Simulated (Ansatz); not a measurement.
Consider Hf$_{4}$C.

Input file:

```
crystal:
  lattice:
    - [3.1157120231, 0.0, 0.0]
    - [-1.5578560116, 2.6982857629, 0.0]
    - [0.0, 0.0, 9.9084809696]
  atoms:
    - { symbol: Hf, position: [0.6666666667, 0.3333333333, 0.8712754261] }
    - { symbol: Hf, position: [0.3333333333, 0.6666666667, 0.1287245739] }
    - { symbol: Hf, position: [0.6666666667, 0.3333333333, 0.381565984] }
    - { symbol: Hf, position: [0.3333333333, 0.6666666667, 0.618434016] }
    - { symbol: C, position: [0.0, 0.0, 0.0] }
basis:
  ecutwfc: 420
kpoints:
  mp_grid: { grid: [12, 12, 4] }
hamiltonian:
  xc: pbe
scf:
  occupations: { method: gaussian, width: 0.1 }
output:
  forces: true
  stress: true
  eigenvalues: true
  write_density: true
  write_potential: true
  elf: true
  volumetric_format: npy
relax:
  adjacent_minimum: "off"
  f_tol: 0.01
  max_steps: 30
  cell: { stress_tol: 0.1, fix: [volume] }
```

Run with:

```sh
ansatz run input.yaml --threads 1 --pin off --max-ram 2560MiB --backend cpu --events-out ev --progress --plain --runs-dir out
```

Below, planes, directions and counts refer to the conventional cell (a = 3.12 Å, b = 3.12 Å, c = 9.90 Å, α = 90.00°, β = 90.00°, γ = 120.00°).

The fields are those of the relaxed geometry.

Space group P-3m1; a generated structure, not necessarily the stable one; changed on purpose from its base cell (volume × 0.88, shape and atoms relaxed); computed pressure about 20 GPa in this cell.

Level of theory: Ansatz, DFT PBE, scalar-relativistic, plane waves, PAW.

What can the converged valence pseudo-density and electron localisation function tell about the bonding?

Answer. Hf–C (2.21 Å): the density is about 0.63 e/Å³ at the midpoint; the ELF peaks at about 0.75 in the valence shell of C, 0.7 Å from its nucleus, and is about 0.25 at the midpoint: no localised pair shows between them.
Hf–Hf (2.96 Å): ρ at the midpoint is about 0.23 e/Å³; the ELF is about 0.20 at the midpoint: no shared electron pair shows on this line.
Hf–Hf (3.07 Å): ρ at the midpoint is about 0.21 e/Å³; the ELF is about 0.25 at the midpoint: no shared electron pair shows on this line.
Hf–Hf (3.14 Å): ρ is about 0.22 e/Å³ halfway; the ELF is about 0.20 at the midpoint: no shared electron pair shows on this line.
The ELF has a maximum of about 0.75 in the space between the atoms, 1.8 Å from four Hf atoms, on no atom or two-centre bond.

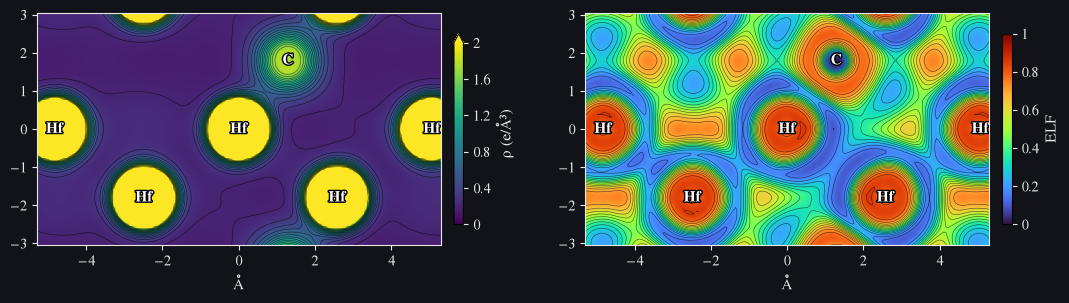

Computed valence pseudo-density and electron localisation function on the (110) plane of the conventional cell, in this order. 

The density is the valence pseudo-density of a PAW calculation; it isn't the true density close to the nuclei.
